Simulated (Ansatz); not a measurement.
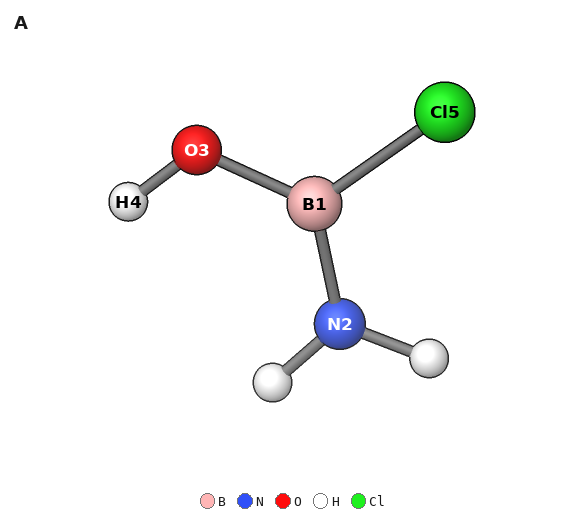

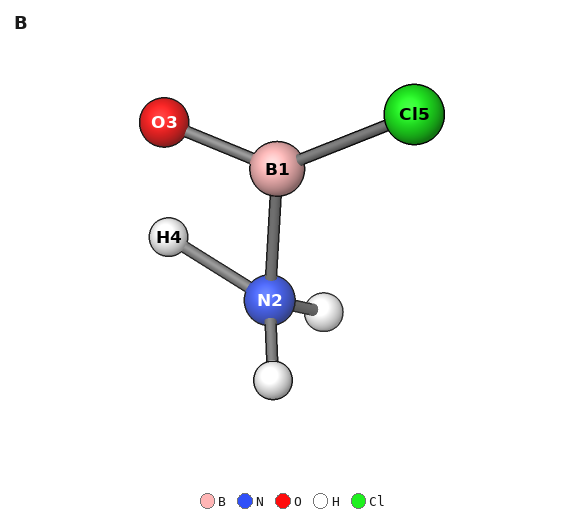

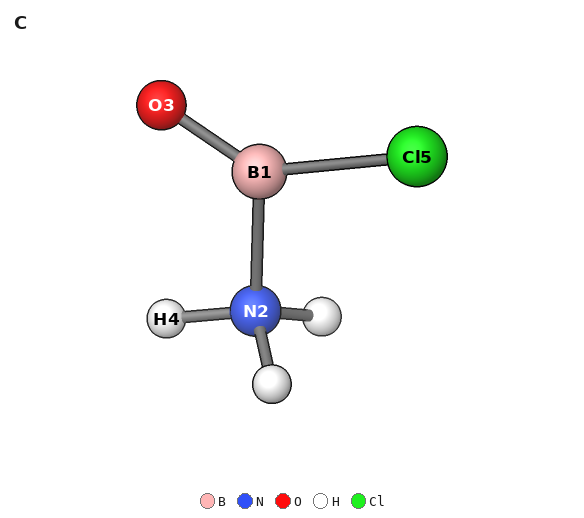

Three stationary points along one reaction path, in mixed order. Sticks follow a distance rule, so a partial bond may show as a full stick or not at all. Charge 0, singlet. Geometries: PBE0-D4/def2-TZVP; all other levels are single points on them, and energies count from the start as drawn. Program: Ansatz 0.2.0. In CBS estimates cores are frozen, and CCSD(T) − MP2 is taken in the smaller basis.

Which panel shows the transition state?

B.

Which bonds form and which break from A to C?

Formed: N2–H4; broken: O3–H4. At the saddle point N2···H4 is 1.25 Å, O3···H4 is 1.34 Å.

Give the electronic barrier and the reaction energy from A to C in eV (no zero-point energy) with CCSD(T)/CBS (MP2 limit from def2-TZVPP and def2-QZVPP plus CCSD(T) − MP2); ωB97X-V/def2-TZVPP; B3LYP-D4/def2-TZVPP; CAM-B3LYP-D4/def2-TZVPP; BLYP-D4/def2-TZVPP; PBE-QIDH (frozen core)/def2-TZVPP; ωB97M-V/def2-TZVPP.

```json
{"level": "CCSD(T)/CBS (MP2 limit from def2-TZVPP and def2-QZVPP plus CCSD(T) − MP2)", "barrier": "2.120", "reaction energy": "+1.228"}
{"level": "ωB97X-V/def2-TZVPP", "barrier": "2.111", "reaction energy": "+1.262"}
{"level": "B3LYP-D4/def2-TZVPP", "barrier": "2.078", "reaction energy": "+1.203"}
{"level": "CAM-B3LYP-D4/def2-TZVPP", "barrier": "2.125", "reaction energy": "+1.269"}
{"level": "BLYP-D4/def2-TZVPP", "barrier": "1.909", "reaction energy": "+1.081"}
{"level": "PBE-QIDH (frozen core)/def2-TZVPP", "barrier": "2.111", "reaction energy": "+1.278"}
{"level": "ωB97M-V/def2-TZVPP", "barrier": "2.090", "reaction energy": "+1.248"}
```
